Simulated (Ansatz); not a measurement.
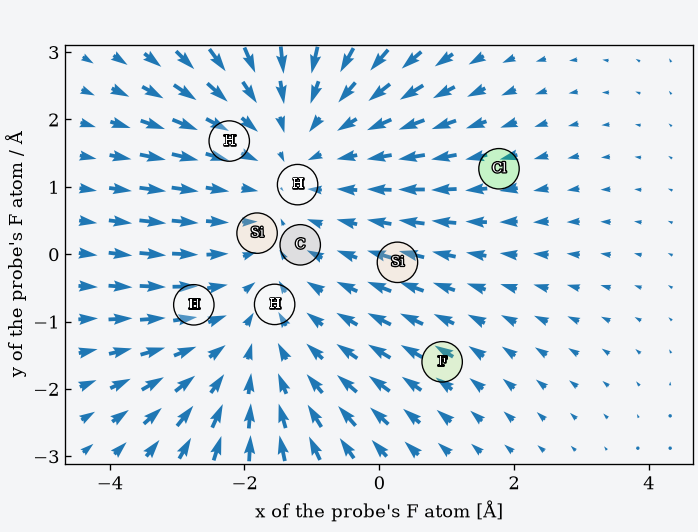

CH₄ClFSi₂ (SMILES F[Si]1(Cl)C[SiH2]1) with the probe HF. 
- The probe is moved over a plane parallel to the molecule's main plane, 4.38 Å above it.
- First axis: x of the probe's F atom. Second axis: y of the probe's F atom.
- Nothing is relaxed (molecule and probe rigid, the probe upright with F nearest the plane).
- Grid: 19 × 13 points.
- Computed with Ansatz 0.2.0, RKS PBE0-D4/def2-SVP.

In the figure: arrows along the force (downhill), their lengths compressed, labelled circles for the molecule's atoms, projected on the plane.

The arrows alone are given. Where is the energy lowest?

Answer. The arrows converge at x of the probe's F atom = −1.44 Å, y of the probe's F atom = 0.96 Å (read from the interpolated surface).

The energy map of the same scan:

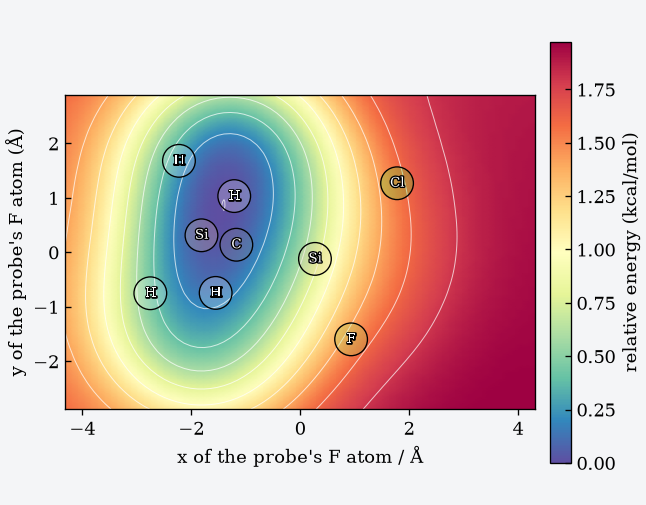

Energies are in kcal/mol, from the lowest grid point; between grid points the surface is interpolated.
